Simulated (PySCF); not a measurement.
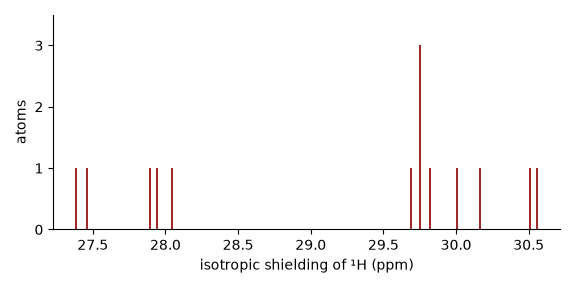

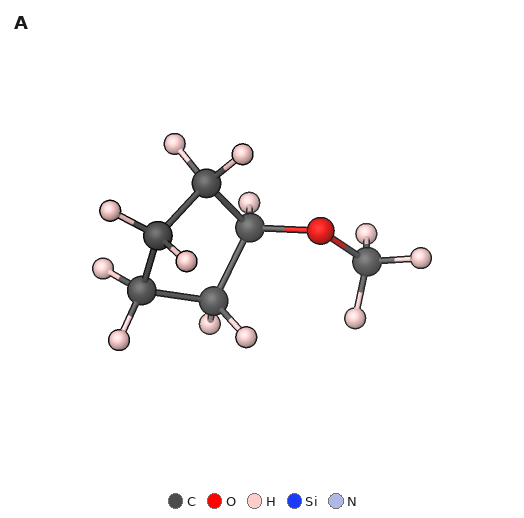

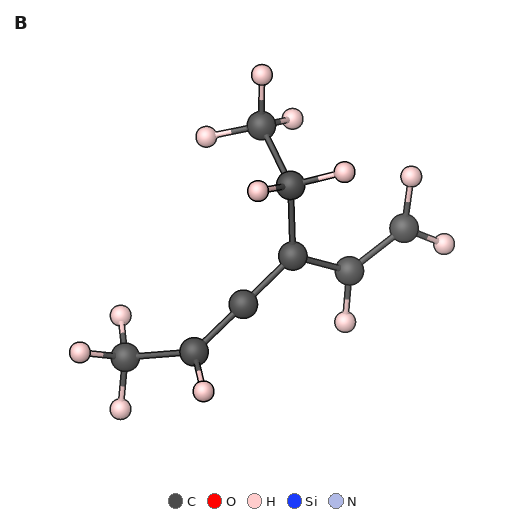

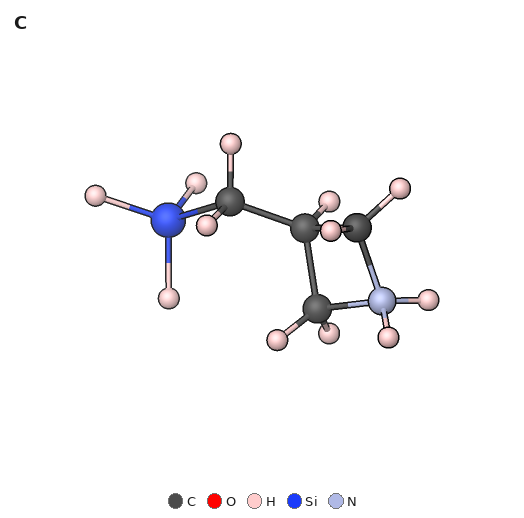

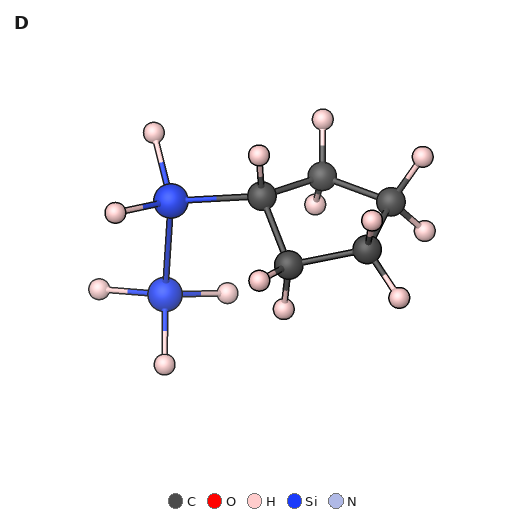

The sticks are computed shieldings of one of the molecules, for one fixed geometry (PBE0-D3(BJ)/def2-SVP) without averaging over rotations. Low shielding means a high chemical shift. Method: GIAO ωB97X-D/pcSseg-1 NMR shielding, non-relativistic, gas phase (PySCF 2.14.0).

Which molecule gives this pattern?

D, `[SiH3][SiH2]C1CCCC1`. Its 14 H atoms give lines at 27.39, 27.46, 27.89, 27.94, 28.04, 29.69, 29.75 (3 atoms), 29.82, 30.00, 30.17, 30.51, 30.56 ppm.
